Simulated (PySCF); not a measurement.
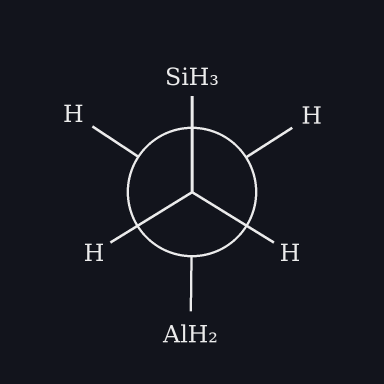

A Newman projection along the C–C bond, carbon in front; angles are drawn as computed, but eclipsed bonds slightly apart. The geometry was computed by an optimisation with PBE0-D3(BJ)/def2-SVP. No frequency run is at hand to confirm it as a minimum.

Which molecule is it?

C2H9AlSi, [AlH2][CH2]C[SiH3]

What is the torsion angle from the front SiH3 to the back AlH2? The sign is positive where the front bond must turn clockwise to cover the back bond.

−179°, antiperiplanar (anti). The conformation about this bond is staggered.
